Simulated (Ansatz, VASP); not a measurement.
# Cross-check of Re (Rhenium) between VASP and Ansatz

Wanted: the spread between two codes on one cell, functional and k mesh. The cell is taken from a series of VASP runs on this material, whose earlier steps may have relaxed, scaled or displaced it; both programs get it as it stands. Valence electrons are named where the data sets of a main pair hold unlike numbers.

Method: plane waves, with VASP 6.6.1 beside it; band structure at PBEsol, spin-orbit coupling, in Ansatz 0.2.0.

### 1. The structure

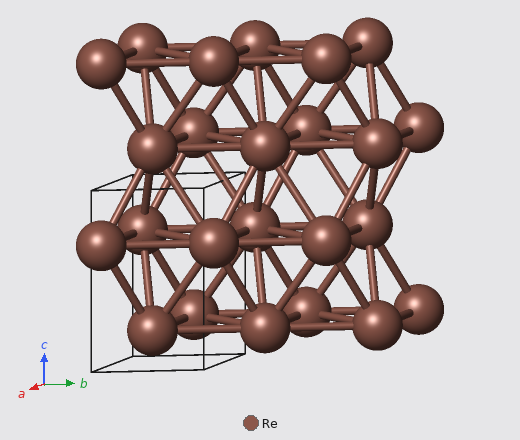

Start, viewed slightly off an axis; rhenium brown. 2×3×2 cells are drawn.

### 2. VASP: band structure, PBEsol, spin-orbit coupling

With cell and atoms fixed, the geometry can't cause a difference; cores, projectors, grids and the points listed under the comparison can.

Lines of VASP's logs that name or quote its potential files are left out, and so is its time.

The input, INCAR:

```
SYSTEM = Re
PREC = Accurate
ENCUT = 400
EDIFF = 1E-06
NELM = 100
ISMEAR = 1
SIGMA = 0.2
LREAL = .FALSE.
ALGO = Normal
GGA = PS
LNONCOLLINEAR = .TRUE.
MAGMOM = 0 0 0 0 0 0
NBANDS = 26
GGA_COMPAT = .FALSE.
LASPH = .TRUE.
LSORBIT = .TRUE.
LMAXMIX = 4
LORBIT = 11
LWAVE = .FALSE.
LCHARG = .FALSE.
KPAR = 2
```

The input, POSCAR:

```
Re
1.0
    2.7503563991      0.0000000000      0.0000000000
   -1.3751781995      2.3818785111      0.0000000000
    0.0000000000      0.0000000000      4.4434557849
Re
2
Direct
    0.3333333333      0.6666666667      0.2500000000
    0.6666666667      0.3333333333      0.7500000000
```

The input, KPOINTS:

```
Automatic mesh
0
Gamma
9 9 5
0 0 0
```

The input, KPOINTS_OPT:

```
Line mode
16
Line-mode
Reciprocal
  0.00000000   0.00000000   0.00000000 GAMMA
  0.50000000   0.00000000   0.00000000 M

  0.50000000   0.00000000   0.00000000 M
  0.33333333   0.33333333   0.00000000 K

  0.33333333   0.33333333   0.00000000 K
  0.00000000   0.00000000   0.00000000 GAMMA

  0.00000000   0.00000000   0.00000000 GAMMA
  0.00000000   0.00000000   0.50000000 A

  0.00000000   0.00000000   0.50000000 A
  0.50000000   0.00000000   0.50000000 L

  0.50000000   0.00000000   0.50000000 L
  0.33333333   0.33333333   0.50000000 H

  0.33333333   0.33333333   0.50000000 H
  0.00000000   0.00000000   0.50000000 A

  0.50000000   0.00000000   0.50000000 L
  0.50000000   0.00000000   0.00000000 M

  0.33333333   0.33333333   0.00000000 K
  0.33333333   0.33333333   0.50000000 H
```

The projector-augmented-wave data sets are Re (PBE family, release 64).

Launch:

```console
$ mpirun -np 2 vasp_ncl
```

Numbers of over 12 decimals in the logs are rounded to 6 here.

Output:

```text
[banner, memory and clock lines left out]
running    2 mpi-ranks, on    1 nodes
 distrk:  each k-point on    1 cores,    2 groups
 distr:  one band on    1 cores,    1 groups

 POSCAR found type information on POSCAR Re
 POSCAR found :  1 types and       2 ions
|                                                                             |
|               ----> ADVICE to this user running VASP <----                  |
|                                                                             |
|     You enforced a specific xc type in the INCAR file but a different       |
|     [... a line on the potential file left out ...]
|     I HOPE YOU KNOW WHAT YOU ARE DOING!                                     |
|                                                                             |

 LDA part: xc-table for (Slater+PW92), standard interpolation
 POSCAR, INCAR and KPOINTS ok, starting setup
 FFT: planning ... GRIDC
 FFT: planning ... GRID_SOFT
 FFT: planning ... GRID
 WAVECAR not read
 entering main loop
       N       E                     dE             d eps       ncg     rms          rms(c)
DAV:   1     0.494983412352E+02    0.49498E+02   -0.54882E+03  3676   0.123E+03
DAV:   2    -0.230032505003E+02   -0.72502E+02   -0.62947E+02  3676   0.477E+02
DAV:   3    -0.286992753187E+02   -0.56960E+01   -0.49053E+01  3606   0.206E+02
DAV:   4    -0.288741604559E+02   -0.17489E+00   -0.17037E+00  3304   0.309E+01
DAV:   5    -0.288779371197E+02   -0.37767E-02   -0.37634E-02  3144   0.352E+00    0.486E+01
DAV:   6    -0.277823367619E+02    0.10956E+01   -0.91026E-01  3736   0.260E+01    0.223E+01
DAV:   7    -0.274459142080E+02    0.33642E+00   -0.40433E-01  3732   0.168E+01    0.103E+01
DAV:   8    -0.274080763937E+02    0.37838E-01   -0.42710E-02  3744   0.515E+00    0.303E-01
DAV:   9    -0.274031958603E+02    0.48805E-02   -0.13511E-03  3114   0.626E-01    0.920E-02
DAV:  10    -0.274024784745E+02    0.71739E-03   -0.32563E-04  3360   0.327E-01    0.693E-02
DAV:  11    -0.274024576989E+02    0.20776E-04   -0.26794E-05  3416   0.104E-01    0.495E-02
DAV:  12    -0.274024627536E+02   -0.50547E-05   -0.23942E-05  3336   0.842E-02    0.423E-03
DAV:  13    -0.274024621200E+02    0.63357E-06   -0.25670E-07  1350   0.206E-02
   1 F= -.27402462E+02 E0= -.27400264E+02  d E =-.659567E-02  mag=    -0.0000     0.0000    -0.0000
 Start KPOINTS_OPT (optional k-point list driver)
k-point batch [1-36\144]
       N       E                     dE             ncg
DAV:   1     0.513539332051E+04   -0.10028E+05     3682
DAV:   2     0.253911898639E+04   -0.25963E+04     3666
DAV:   3     0.232777242305E+04   -0.21135E+03     3588
DAV:   4     0.231946957825E+04   -0.83028E+01     3368
DAV:   5     0.231926059911E+04   -0.20898E+00     3184
DAV:   6     0.231924880697E+04   -0.11792E-01     3072
DAV:   7     0.231924778427E+04   -0.10227E-02     3194
DAV:   8     0.231924768331E+04   -0.10096E-03     2944
DAV:   9     0.231924767181E+04   -0.11495E-04     2724
DAV:  10     0.231924767096E+04   -0.85535E-06     1848
[...]
k-point batch [109-144\144]
       N       E                     dE             ncg
DAV:   1     0.512068423185E+04   -0.13791E+05     3688
DAV:   2     0.257767280947E+04   -0.25430E+04     3670
DAV:   3     0.237581785546E+04   -0.20185E+03     3624
DAV:   4     0.236871398785E+04   -0.71039E+01     3456
DAV:   5     0.236854466256E+04   -0.16933E+00     3128
DAV:   6     0.236853349695E+04   -0.11166E-01     3136
DAV:   7     0.236853264447E+04   -0.85248E-03     3136
DAV:   8     0.236853255825E+04   -0.86214E-04     2920
DAV:   9     0.236853255006E+04   -0.81939E-05     2440
DAV:  10     0.236853254965E+04   -0.40695E-06     1784
```

OUTCAR, selected parts (step 2):

```text
ion  position               nearest neighbor table
   1  0.333  0.667  0.250-   2 2.73   2 2.73   2 2.73   2 2.73   2 2.73   2 2.73
   2  0.667  0.333  0.750-   1 2.73   1 2.73   1 2.73   1 2.73   1 2.73   1 2.73

  LATTYP: Found a hexagonal cell.
 ALAT       =     2.7503563991
 C/A-ratio  =     1.6155927233

 Subroutine GETGRP returns: Found 24 space group operations
 (whereof 12 operations were pure point group operations)

The static configuration has the point symmetry D_3d.
 The point group associated with its full space group is D_6h.

 Found     36 irreducible k-points:

   k-points           NKPTS =     36   k-points in BZ     NKDIM =     36   number of bands    NBANDS=     26

   dimension x,y,z NGX =    18 NGY =   18 NGZ =   30
   dimension x,y,z NGXF=    36 NGYF=   36 NGZF=   60

   ENCUT  =  400.0 eV  29.40 Ry    5.42 a.u.   4.49  4.49  7.25*2*pi/ulx,y,z

   NELECT =      14.0000    total number of electrons

 k-points in reciprocal lattice and weights: Automatic mesh
   0.00000000  0.00000000  0.00000000       0.002
   0.11111111  0.00000000  0.00000000       0.015
   0.22222222 -0.00000000  0.00000000       0.015
   0.33333333 -0.00000000  0.00000000       0.015
   0.44444444 -0.00000000  0.00000000       0.015
   0.11111111  0.11111111  0.00000000       0.015
   0.22222222  0.11111111  0.00000000       0.030
   0.33333333  0.11111111  0.00000000       0.030
   0.44444444  0.11111111  0.00000000       0.015
[...]
0.33333333  0.22222222  0.40000000       0.059
   0.33333333  0.33333333  0.40000000       0.010

 average (electrostatic) potential at core
       1 -38.7544       2 -38.7544

 E-fermi :   7.8172

 k-point     1 :       0.0000    0.0000    0.0000
  band No.  band energies     occupation
    ...
     10       6.5846      1.00000
     11       6.6449      1.00000
     12       6.6449      1.00000
     13       7.4503      1.01314
     14       7.4503      1.01314
     15       7.9698      0.02006
     16       7.9698      0.02006
     17       8.3441     -0.00062
     18       8.3441     -0.00062
     19       8.3990     -0.00015
    ...

 k-point     2 :       0.1111    0.0000    0.0000
  band No.  band energies     occupation
    ...
     14       7.0414      1.00000
     15       7.6116      1.02778
     16       7.6116      1.02778
     17       7.7770      0.66637
     18       7.7770      0.66637
     19       8.1180     -0.02748
     20       8.1180     -0.02748
     21      11.5069     -0.00000
     22      11.5069     -0.00000
     23      13.0908      0.00000
    ...

 k-point     3 :       0.2222   -0.0000    0.0000
  band No.  band energies     occupation
    ...
     10       5.9711      1.00000
     11       6.8384      1.00000
     12       6.8384      1.00000
     13       7.3240      1.00135
     14       7.3240      1.00135
     15       8.0009     -0.01451
     16       8.0009     -0.01451
     17       8.2803     -0.00254
     18       8.2803     -0.00254
     19       8.8919     -0.00000
    ...

  Total        0.2516095      0.2516095     -0.1280558      0.0000000      0.0000000      0.0000000
  in kB       13.8486756     13.8486756     -7.0482346      0.0000000      0.0000000      0.0000000
  external PRESSURE =       6.8830389 kB  Pullay stress =       0.0000000 kB

  energy-cutoff  :      400.00
  volume of cell :       29.11
      direct lattice vectors                 reciprocal lattice vectors
     2.750356399  0.000000000  0.000000000     0.363589243  0.209918347  0.000000000
    -1.375178200  2.381878511  0.000000000     0.000000000  0.419836694  0.000000000
     0.000000000  0.000000000  4.443455785     0.000000000  0.000000000  0.225050062

 POSITION                                       TOTAL-FORCE (eV/Angst)
 -----------------------------------------------------------------------------------
     -0.00000      1.58792      1.11086         0.000000      0.000000     -0.000000
      1.37518      0.79396      3.33259        -0.000000     -0.000000      0.000000
 -----------------------------------------------------------------------------------
    total drift:                               -0.000000     -0.000000      0.000000

  FREE ENERGIE OF THE ION-ELECTRON SYSTEM (eV)
  ---------------------------------------------------
  free  energy   TOTEN  =       -27.4024621200 eV

  energy  without entropy=      -27.3958664526  energy(sigma->0) =      -27.40026356

 Spin-Orbit-Coupling matrix elements
 Ion:    1  E_soc:     -0.6768773
 Ion:    2  E_soc:     -0.6768773

 total charge
# of ion       s       p       d       tot
------------------------------------------
    1        0.630   0.703   4.855   6.188
    2        0.630   0.703   4.855   6.188
--------------------------------------------------
tot          1.260   1.406   9.711  12.377

 magnetization (x)
# of ion       s       p       d       tot
------------------------------------------
    1       -0.000   0.000   0.000   0.000
    2       -0.000   0.000   0.000   0.000
--------------------------------------------------
tot         -0.000   0.000   0.000   0.000

 magnetization (y)
# of ion       s       p       d       tot
------------------------------------------
    1       -0.000   0.000  -0.000  -0.000
    2       -0.000   0.000  -0.000  -0.000
--------------------------------------------------
tot         -0.000   0.000  -0.000  -0.000

 magnetization (z)
# of ion       s       p       d       tot
------------------------------------------
    1        0.000   0.000   0.000   0.000
    2        0.000   0.000   0.000   0.000
--------------------------------------------------
tot          0.000   0.000   0.000   0.000

[... 3 further parts left out ...]
```

The k-mesh is coarse for a metal. The PAW data sets were made with PBE, which is usual practice but a small mismatch for other functionals. The data set Re keeps the semicore shell frozen, which is cheaper and a little less accurate.

[end of part 1 of 2]

[Lines on the potential files, build, host, timing and source positions are cut from VASP's logs without a mark.]

[Logs are printed without paths, hosts, clocks, repeated set-up lines and the standing remarks that a program may print on its own settings, such as how far it seeks lower states.]

[Hosts, paths, dates, database ids (printed as entryN), source tags and the programs' standing remarks are cut or masked in the printed files.]
